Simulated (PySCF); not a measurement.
System: C₃H₈FO (SMILES C[O+](C)CF) (charge +1).

Input file:

```
{"job": {"kind": "uv", "xc": "B3LYP", "basis": "def2-SVPD", "ip": true}, "charge": 1, "multiplicity": 1}
C     -0.284572     1.115418    -0.844779
O      0.044542    -0.207428    -0.292635
C      1.351444    -0.293442     0.375897
C     -1.051508    -0.891249     0.385834
F     -1.323195    -0.235520     1.502237
H      0.559611     1.399891    -1.481006
H     -1.191960     0.983343    -1.443773
H     -0.436977     1.819048    -0.016473
H      1.322221     0.307528     1.293716
H      2.087628     0.081581    -0.342293
H      1.522628    -1.354790     0.585129
H     -1.893269    -0.867966    -0.319942
H     -0.684754    -1.907553     0.584838
```

Command:

```sh
OMP_NUM_THREADS=1 python probes_run.py task.json out
```

Geometry: PBE0-D3(BJ)/def2-SVP.

Method: B3LYP/def2-SVPD, SCF density, gas phase (PySCF).

### What can the converged electron density and electron localisation function tell about the bonding?

C–O (1.47 Å): the density is about 1.8 e/Å³ at the midpoint, with its minimum of 1.4 e/Å³ about 0.5 Å from C; the ELF peaks at about 0.90 between the atoms; a polar covalent bond.
C–H (1.10 Å): the density is about 2.1 e/Å³ at the midpoint; the ELF climbs to about 1 towards the hydrogen, as it does in any bond to H: an ordinary covalent bond to hydrogen.

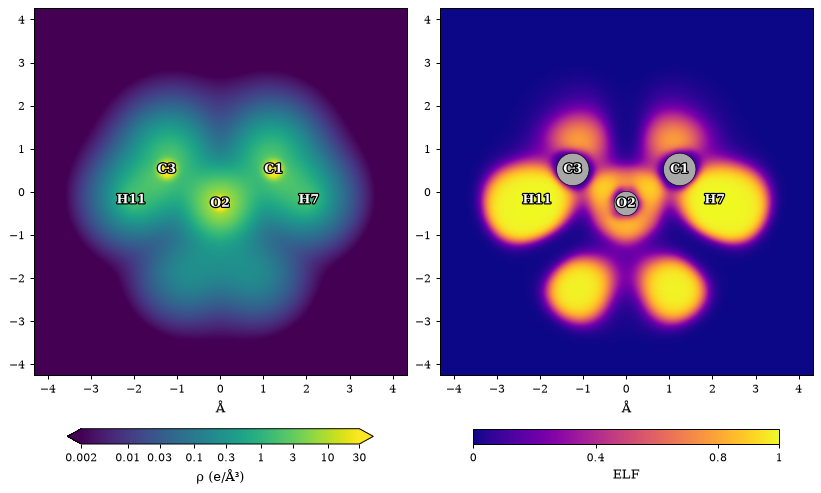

Computed electron density and electron localisation function on the plane of atoms C1, O2 and C3, in this order. Grey discs cover the atomic cores in the ELF map. 
